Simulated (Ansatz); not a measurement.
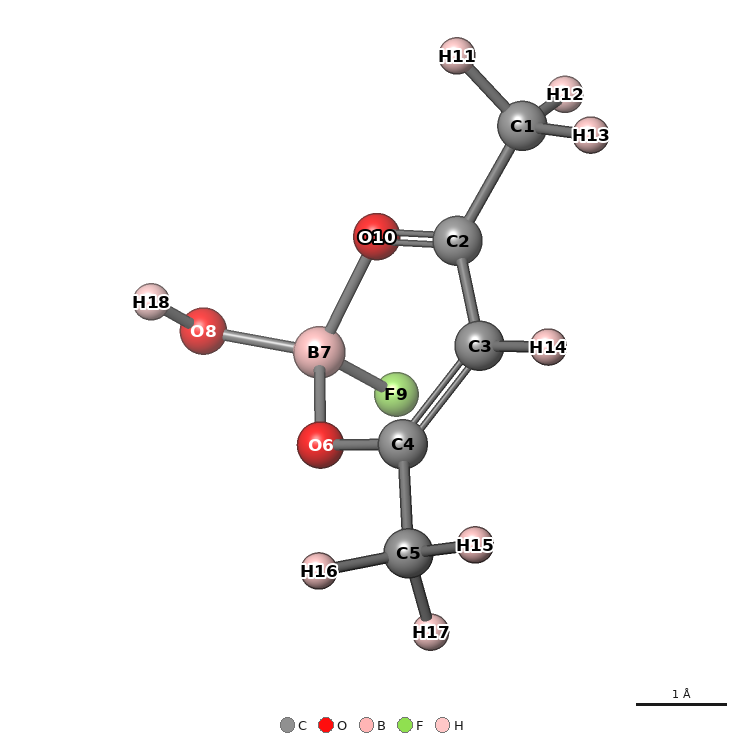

Orthographic view. Atoms fade into the background with distance from the viewer. Computed geometry: PBE-D4/def2-SVP optimisation. No frequency run is at hand to confirm it as a minimum.

Write a MOL file (V2000) with the atoms in numerical order, bonds sorted by atom number with the orders drawn, and coordinates in the frame of the picture: x right, y up, z towards the viewer, origin at the mean position.

```
C5H8BFO3
                    3D

 18 18  0  0  0  0  0  0  0  0999 V2000
    1.2300    2.4100    0.1600 C   0  0  0  0  0  0  0  0  0  0  0  0
    0.5000    1.1300   -0.1000 C   0  0  0  0  0  0  0  0  0  0  0  0
    0.7500   -0.0400    0.6300 C   0  0  0  0  0  0  0  0  0  0  0  0
   -0.1100   -1.1500    0.4600 C   0  0  0  0  0  0  0  0  0  0  0  0
   -0.0400   -2.3600    1.3300 C   0  0  0  0  0  0  0  0  0  0  0  0
   -1.0300   -1.1500   -0.4500 O   0  0  0  0  0  0  0  0  0  0  0  0
   -1.0400   -0.1200   -1.6200 B   0  0  2  0  0  0  0  0  0  0  0  0
   -2.3400    0.1200   -2.0700 O   0  0  0  0  0  0  0  0  0  0  0  0
   -0.1800   -0.5900   -2.5800 F   0  0  0  0  0  0  0  0  0  0  0  0
   -0.4000    1.1700   -1.0300 O   0  0  0  0  0  0  0  0  0  0  0  0
    0.5000    3.1900    0.4600 H   0  0  0  0  0  0  0  0  0  0  0  0
    1.7000    2.7600   -0.7800 H   0  0  0  0  0  0  0  0  0  0  0  0
    1.9900    2.3100    0.9500 H   0  0  0  0  0  0  0  0  0  0  0  0
    1.5200   -0.0600    1.4200 H   0  0  0  0  0  0  0  0  0  0  0  0
    0.7000   -2.2700    2.1300 H   0  0  0  0  0  0  0  0  0  0  0  0
   -1.0500   -2.5600    1.7600 H   0  0  0  0  0  0  0  0  0  0  0  0
    0.2000   -3.2400    0.7000 H   0  0  0  0  0  0  0  0  0  0  0  0
   -2.9200    0.4500   -1.3700 H   0  0  0  0  0  0  0  0  0  0  0  0
  1  2  1  0
  1 11  1  0
  1 12  1  0
  1 13  1  0
  2  3  1  0
  2 10  2  0
  3  4  2  0
  3 14  1  0
  4  5  1  0
  4  6  1  0
  5 15  1  0
  5 16  1  0
  5 17  1  0
  6  7  1  0
  7  8  1  0
  7  9  1  0
  7 10  1  0
  8 18  1  0
M  CHG  2   7  -1  10   1
M  END
```
